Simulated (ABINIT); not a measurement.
# A GW chain in ABINIT: KCaCl3 (Pm-3m), part 2 of 2

Aim: the G0W0 gap of KCaCl3 (Pm-3m) on PBEsol, step by step.

ABINIT 10.8.3; PBEsol and many-body steps on it, plane waves. Known limits of the many-body steps: not at the basis limit; coarse k mesh.

So far. Step 2 (Ground state): The gap is indirect, with the least direct gap 0.29 eV higher. Step 3 (Empty states on the mesh, 2×2×2 mesh, 135 bands): On this mesh the gap is 4.647 eV.

## (4) Screening, 2×2×2 mesh, 123 bands, screening to 106.1 eV

The RPA dielectric matrix is built and inverted for each q.

This step: RPA screening on PBEsol, plane waves, norm-conserving pseudopotentials.

Input file run.abi:

```
acell 3*1.0 Angstrom
rprim 
  5.393523000000 0.000000000000 0.000000000000
  0.000000000000 5.393523000000 0.000000000000
  0.000000000000 0.000000000000 5.393523000000
ntypat 3
znucl 19 20 17
natom 5
typat 1 2 3 3 3
xred 
  0.000000000000 0.000000000000 0.000000000000
  0.500000000000 0.500000000000 0.500000000000
  0.000000000000 0.500000000000 0.500000000000
  0.500000000000 0.000000000000 0.500000000000
  0.500000000000 0.500000000000 0.000000000000
pp_dirpath "pseudos"
pseudos "K.upf, Ca.upf, Cl.upf"
ecut 33
ngkpt 2 2 2
nshiftk 1
shiftk 0 0 0
kptopt 1
chksymbreak 0
istwfk *1
occopt 1
irdwfk 1
optdriver 3
nband 123
ecuteps 3.9
inclvkb 2
awtr 1
symchi 1
indata_prefix "in"
outdata_prefix "out"
tmpdata_prefix "tmp"
```

Launch:

```
OMP_NUM_THREADS=1 mpirun -n 4 abinit run.abi > log
```

Numbers of over 12 decimals in the logs are rounded to 6 here.

What it wrote:

```text
.Version 10.8.3 of ABINIT. v10.8.2 released Aug 2026.

 Symmetries : space group Pm -3 m (#221); Bravais cP (primitive cubic)
[... echo of the input left out ...]
== DATASET  1 ==================================================================
-   mpi_nproc: 4, omp_nthreads: 1 (-1 if OMP is not activated)

--- !DatasetInfo
iteration_state: {dtset: 1, }
dimensions: {natom: 5, nkpt: 4, mband: 123, nsppol: 1, nspinor: 1, nspden: 1, mpw: 9627, }
cutoff_energies: {ecut:  33.0, pawecutdg:  -1.0, }
electrons: {nelect:   4.00000000E+01, charge:   0.00000000E+00, occopt:   1.00000000E+00, tsmear:   1.00000000E-02, }

 SCREENING: Calculation of the susceptibility and dielectric matrices

 Based on a program developped by R.W. Godby, V. Olevano, G. Onida, and L. Reining.
 Incorporated in ABINIT by V. Olevano, G.-M. Rignanese, and M. Torrent.
.Using double precision arithmetic ; gwpc =  8

[... cell and pseudopotentials left out ...]
--------------------------------------------------------------------------------

 ==== K-mesh for the wavefunctions ====
 Number of points in the irreducible wedge :     4
[... list of points left out ...]
 Together with 48 symmetry operations and time-reversal symmetry
 yields     8 points in the full Brillouin Zone.

 ==== Q-mesh for the screening function ====
 Number of points in the irreducible wedge :     4
[... list of points left out ...]
 Together with 48 symmetry operations and time-reversal symmetry
 yields     8 points in the full Brillouin Zone.

 setmesh: FFT mesh size selected  =    36x   36x   36
          total number of points  =        46656

 vcoul_init : cutoff-mode = AUXILIARY_FUNCTION
 q-points for optical limit:   1
     1)      0.000010    0.000020    0.000030

- screening: taking advantage of time-reversal symmetry
- Maximum band index for partially occupied states nbvw = 20
- Remaining bands to be divided among processors   nbcw = 103
- Number of bands treated by each node ~25

 Number of electrons calculated from density =   40.0000; Expected =   40.0000
 average of density, n =  0.037779
 r_s =    1.8488
 omega_plasma =   18.7490 [eV]

 calculating chi0 at frequencies [eV] :
  1    0.000000E+00    0.000000E+00
  2    0.000000E+00    1.874902E+01

--------------------------------------------------------------------------------
  q-point number  1        q = ( 0.000000, 0.000000, 0.000000) [r.l.u.]
--------------------------------------------------------------------------------
[... chi0 elements left out ...]
 For q-point:  0.000010 0.000020 0.000030
  dielectric constant =   2.5485
  dielectric constant without local fields =   2.9961

  Average fulfillment of the sum rule on Im[epsilon] for q-point    1 :     59.05  [%]
[... wings left out ...]
  q-point number  2        q = ( 0.500000, 0.000000, 0.000000) [r.l.u.]
--------------------------------------------------------------------------------
[... chi0 elements left out ...]
  Average fulfillment of the sum rule on Im[epsilon] for q-point    2 :     65.22  [%]

 [... 2 further q-points ...]
```

Run time: 28 s. Hardware: 4 MPI ranks of Arm Neoverse V1, shared host; peak memory 1.2 GiB; 1.8 min of CPU time.

Numbers from this step:

- ε∞ with local fields, on this mesh, along the program's q direction: 2.549
- the same without local fields: 2.996
- plasma frequency: 18.75 eV
- plane waves in the screening matrix: 389

Local fields lower ε∞ by 15 %. On a Γ-centred mesh this coarse the value itself is usually too large, while a short band sum pulls it down.

## (5) Self-energy, 2×2×2 mesh, 123 bands, screening to 106.1 eV

The self-energy is evaluated for the states that the input lists, and the levels follow from it, in one-shot runs by the linearised quasiparticle equation.

This step: G0W0 on PBEsol, plane waves, norm-conserving pseudopotentials.

Changes to run.abi since step 4:

```diff
@@ -26,8 +26,17 @@
 irdwfk 1
-optdriver 3
+optdriver 4
 nband 123
+gwcalctyp 0
+ecutsigx 33
+symsigma 1
+nkptgw 2
+kptgw 
+  0.5000000000 0.5000000000 0.5000000000
+  0.0000000000 0.0000000000 0.0000000000
+bdgw 
+  18 24
+  18 24
 ecuteps 3.9
-inclvkb 2
-awtr 1
-symchi 1
+irdscr 1
+ppmodel 1
 indata_prefix "in"
```

What it wrote:

```text
.Version 10.8.3 of ABINIT. v10.8.2 released Aug 2026.

 Symmetries : space group Pm -3 m (#221); Bravais cP (primitive cubic)
[... echo of the input left out ...]
== DATASET  1 ==================================================================
-   mpi_nproc: 4, omp_nthreads: 1 (-1 if OMP is not activated)

--- !DatasetInfo
iteration_state: {dtset: 1, }
dimensions: {natom: 5, nkpt: 4, mband: 123, nsppol: 1, nspinor: 1, nspden: 1, mpw: 9627, }
cutoff_energies: {ecut:  33.0, pawecutdg:  -1.0, }
electrons: {nelect:   4.00000000E+01, charge:   0.00000000E+00, occopt:   1.00000000E+00, tsmear:   1.00000000E-02, }

 SIGMA: Calculation of the GW corrections

 Based on a program developped by R.W. Godby, V. Olevano, G. Onida, and L. Reining.
 Incorporated in ABINIT by V. Olevano, G.-M. Rignanese, and M. Torrent.
.Using double precision arithmetic ; gwpc =  8

[... cell and pseudopotentials left out ...]
--------------------------------------------------------------------------------

 ==== K-mesh for the wavefunctions ====
 Number of points in the irreducible wedge :     4
[... list of points left out ...]
 Together with 48 symmetry operations and time-reversal symmetry
 yields     8 points in the full Brillouin Zone.

 ==== Q-mesh for screening function ====
 Number of points in the irreducible wedge :     4
[... list of points left out ...]
 Together with 48 symmetry operations and time-reversal symmetry
 yields     8 points in the full Brillouin Zone.

 vcoul_init : cutoff-mode = AUXILIARY_FUNCTION
 q-points for optical limit:   1
     1)      0.000010    0.000020    0.000030
 setmesh: FFT mesh size selected  =    54x   54x   54
          total number of points  =       157464

 Number of electrons calculated from density =   40.0000; Expected =   40.0000
 average of density, n =  0.037779
 r_s =    1.8488
 omega_plasma =   18.7490 [eV]

 === KS Band Gaps ===
  >>>> For spin  1
   Minimum direct gap =   4.9356 [eV], located at k-point      :   0.0000  0.0000  0.0000
   Fundamental gap    =   4.6466 [eV], Top of valence bands at :   0.5000  0.5000  0.5000
                                       Bottom of conduction at :   0.0000  0.0000  0.0000
 SIGMA fundamental parameters:
 PLASMON POLE MODEL  1
 number of plane-waves for SigmaX                 9627
 number of plane-waves for SigmaC and W            389
 number of plane-waves for wavefunctions          9627
 number of bands                                   123
 number of independent spin polarizations            1
 number of spinorial components                      1
 number of k-points in IBZ                           4
 number of q-points in IBZ                           4
 number of symmetry operations                      48
 number of k-points in BZ                            8
 number of q-points in BZ                            8
 number of frequencies for dSigma/dE                 9
 frequency step for dSigma/dE [eV]                0.25
 number of omega for Sigma on real axis              0
 max omega for Sigma on real axis  [eV]           0.00
 zcut for avoiding poles [eV]                     0.10

 EPSILON^-1 parameters (SCR file):
 dimension of the eps^-1 matrix on file            389
 dimension of the eps^-1 matrix used               389
 number of plane-waves for wavefunctions          9627
 number of bands                                   123
 number of q-points in IBZ                           4
 number of frequencies                               2
 number of real frequencies                          1
 number of imag frequencies                          1

 matrix elements of self-energy operator (all in [eV])

 Perturbative Calculation

--- !SelfEnergy_ee
iteration_state: {dtset: 1, }
kpoint     : [   0.500,    0.500,    0.500, ]
spin       : 1
KS_gap     :    6.260
QP_gap     :    8.827
Delta_QP_KS:    2.567
data: !SigmaeeData |
     Band     E0 <VxcDFT>   SigX SigC(E0)      Z dSigC/dE  Sig(E)    E-E0       E
       18  -0.113 -14.235 -18.503   2.470   0.806  -0.240 -15.685  -1.450  -1.563
       19  -0.113 -14.235 -18.503   2.470   0.806  -0.240 -15.685  -1.450  -1.563
       20  -0.113 -14.235 -18.503   2.470   0.806  -0.240 -15.685  -1.450  -1.563
       21   6.148  -6.512  -2.560  -2.671   0.872  -0.147  -5.395   1.117   7.264
       22   7.151  -8.334  -3.719  -2.736   0.862  -0.159  -6.714   1.620   8.771
       23   7.151  -8.334  -3.719  -2.736   0.862  -0.159  -6.714   1.620   8.771
       24   7.151  -8.334  -3.719  -2.736   0.862  -0.159  -6.714   1.620   8.771

--- !SelfEnergy_ee
iteration_state: {dtset: 1, }
kpoint     : [   0.000,    0.000,    0.000, ]
spin       : 1
KS_gap     :    4.936
QP_gap     :    7.369
Delta_QP_KS:    2.433
data: !SigmaeeData |
     Band     E0 <VxcDFT>   SigX SigC(E0)      Z dSigC/dE  Sig(E)    E-E0       E
       18  -0.402 -14.256 -18.546   2.479   0.807  -0.239 -15.717  -1.462  -1.864
       19  -0.402 -14.256 -18.546   2.479   0.807  -0.239 -15.717  -1.462  -1.864
       20  -0.402 -14.256 -18.546   2.479   0.807  -0.239 -15.717  -1.462  -1.864
       21   4.534  -6.780  -2.943  -2.719   0.869  -0.151  -5.808   0.971   5.505
       22   5.431 -11.616  -5.726  -3.052   0.843  -0.186  -9.224   2.392   7.823
       23   5.431 -11.616  -5.726  -3.052   0.843  -0.186  -9.224   2.392   7.823
       24   5.431 -11.616  -5.726  -3.052   0.843  -0.186  -9.224   2.392   7.823

== END DATASET(S) ==============================================================
================================================================================

 -outvars: echo values of variables after computation  --------
           etotal      0.0000000000E+00
            nband         123
             nkpt           4
          spgroup         221
 [... the other variables as echoed above ...]

 Calculation completed.
```

It took 17 s on 4 MPI ranks; peak memory 1.1 GiB.

This step gave:

```yaml
g0w0_gap_on_the_points_computed: 7.068 eV
starting_gap_on_the_mesh: 4.647 eV
k_of_the_valence_top: 0.5, 0.5, 0.5
k_of_the_conduction_bottom: 0, 0, 0
z_at_the_valence_top: 0.806
z_at_the_conduction_bottom: 0.869
least_direct_g0w0_gap_on_the_computed_points: 7.369 eV
```

The gap on the mesh goes from 4.65 eV to 7.07 eV, a correction of +2.42 eV.

Limits: finite bands, cutoff and mesh; coarse k mesh. v1 is the top filled band, c1 the lowest empty one. The levels before and after the correction (eV, zero at the valence-band top of each column):

```
           conduction bottom  valence top
Kohn-Sham               4.65         0.00
     G0W0               7.07         0.00
```

```
                         level  energy (eV)
Kohn-Sham  (0.5 0.5 0.5) v3-v1        0.000
Kohn-Sham     (0.5 0.5 0.5) c1        6.261
Kohn-Sham  (0.5 0.5 0.5) c2-c4        7.264
Kohn-Sham              Γ v3-v1       -0.289
Kohn-Sham                 Γ c1        4.647
Kohn-Sham              Γ c2-c4        5.544
     G0W0  (0.5 0.5 0.5) v3-v1        0.000
     G0W0     (0.5 0.5 0.5) c1        8.827
     G0W0  (0.5 0.5 0.5) c2-c4       10.334
     G0W0              Γ v3-v1       -0.301
     G0W0                 Γ c1        7.068
     G0W0              Γ c2-c4        9.386
```

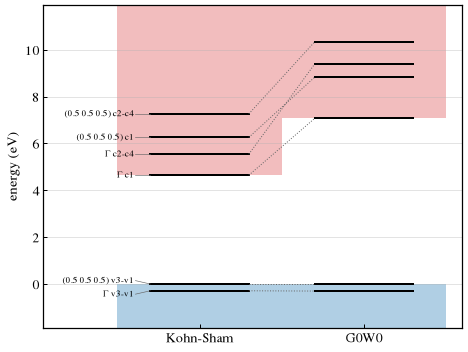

Levels before and after the correction. Shaded: valence and conduction bands.

## (6) Where the time went

Times are wall times on 4 MPI ranks of Arm Neoverse V1, shared host, good to a factor of about two.

```
                    step  time  share  memory (GiB)
            ground state  38 s   29 %          0.41
empty states on the mesh  48 s   37 %          0.44
               screening  28 s   21 %           1.2
             self-energy  17 s   13 %           1.1
```

## (7) Results

| Property | Result |
| --- | --- |
| PBEsol gap | 4.65 eV, indirect |
| G0W0 gap on the mesh | 7.07 eV |
| GW settings | 2×2×2 mesh, 123 bands, screening to 106.1 eV, Godby-Needs plasmon pole |
| known limits | not at the basis limit; coarse k mesh |

What this shows: G0W0 moves the gap on the mesh from 4.65 eV to 7.07 eV (+2.42 eV), with Z of 0.81 and 0.87 at the edges. Local fields lower the RPA ε∞ on this mesh from 3.00 to 2.55; a Γ-centred mesh this coarse tends to raise both, most where the direct gap is narrow, while a short band sum lowers them. Only 2 of the mesh's irreducible points were corrected, so a valley elsewhere could overtake. Bands and cutoff are finite, so the gap is not at the basis limit. The miss can reach some tenths of an eV and take either sign; the mesh is an error of its own. In the G0W0 run levels were corrected at 2 k points alone, so a gap called «on the mesh» is the least over those, and an edge elsewhere would be missed. The 2×2×2 mesh is coarse for this cell, which bears on the long-range parts of exchange and screening. This is the ideal cubic cell; many perovskites, halides above all, are cubic only on average, and local tilts or off-centring can widen the gap.

[Paths, hosts, dates, memory and timing lines, banners, echoed tables and standing remarks are left out of the program output.]

[Logs are printed without paths, hosts, clocks, repeated set-up lines and the standing remarks that a program may print on its own settings, such as how far it seeks lower states.]

[Runs of the session that timed out or met a known fault of the program may be left out.]

[Hosts, paths, dates, database ids (printed as entryN), source tags and the programs' standing remarks are cut or masked in the printed files.]

[G0W0 gaps are taken among the corrected bands and points alone; a level outside them can change the order at an edge.]

[Where Ansatz stands beside ABINIT at settings called matched, ABINIT's density can come from a denser mesh and the files from another edition; pairs whose starting gaps differed by over 0.03 eV were left out, so agreement reads better than it is.]
